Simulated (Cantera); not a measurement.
Charge: 1 mol TEOS, 0.65 mol NO, at 0.00120 bar.

Equilibrium computed with Cantera from the NASA thermochemical tables; the gas is ideal and each condensed phase is pure. Candidate condensed phases: C, C6H6, C7H8, C8H18, H2O, Si, SiC, SiO2, Si2N2O, Si3N4; 151 gas species. The feed counts by its element totals alone. Kinetics and transport are ignored.

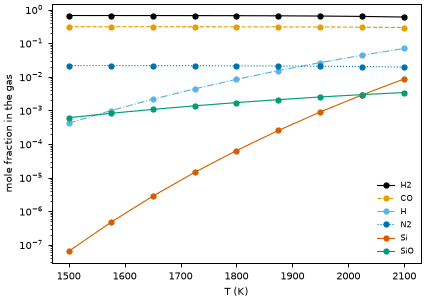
Figure: Equilibrium gas composition (values under 1e-9 drawn at 1e-9)

From 1500 K to 2100 K the condensed part is C(graphite) + SiC(s). The main Si-bearing gas is SiO at 1500 K and Si at 2100 K. The share of Si in condensed phases is highest at 1500 K (99.1 %) and lowest at 2100 K (78.8 %).
